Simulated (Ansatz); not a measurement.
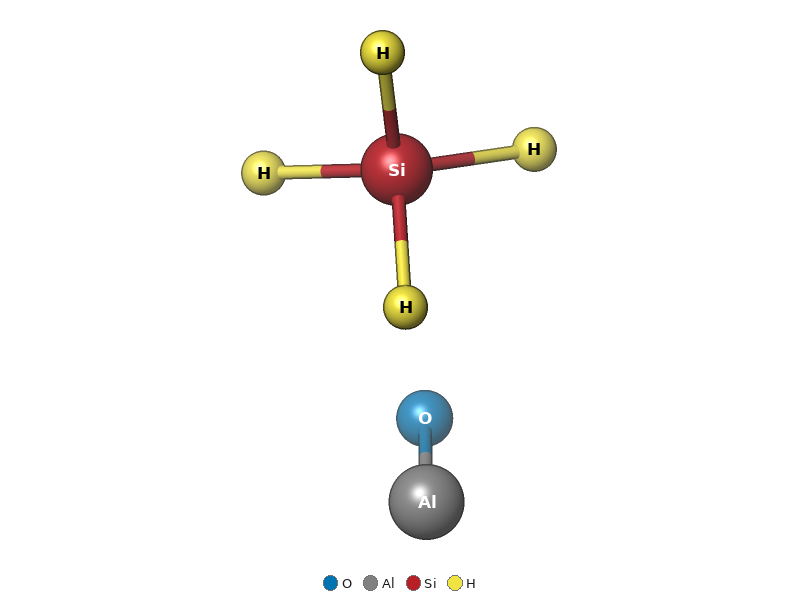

Distant atoms are faded towards the background colour. State: neutral, doublet. The computed structure is the end point of a PBE-D4/def2-SVP optimisation. No frequency run is at hand to confirm it as a minimum.

### List the symmetry elements and name the point group.

It has 1 mirror plane, so the point group is Cs. The group has 2 operations. The geometry is achiral, and symmetry allows a dipole moment.
